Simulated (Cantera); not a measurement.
A closed system holds: 1 mol SiHCl3, a varied amount of H2, at 1300 K and 180000 Pa.

Equilibrium computed with Cantera from the NASA thermochemical tables; the gas is ideal and each condensed phase is pure. Candidate condensed phases: Si; 19 gas species. The tables' values for SiCl3 are old estimates; treat these amounts as uncertain. The numbers say what is thermodynamically allowed, not how fast it happens.

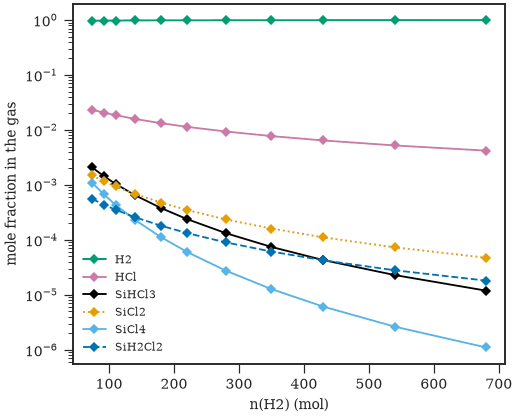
Figure. Equilibrium gas composition (values under 1e-9 drawn at 1e-9)

Question: Read off the mole fractions at 140 mol H2.

Answer: H2 about 0.98, HCl about 0.016, SiCl2 about 0.00068, SiHCl3 about 0.00065, SiH2Cl2 about 0.00026, SiCl4 about 0.00023.
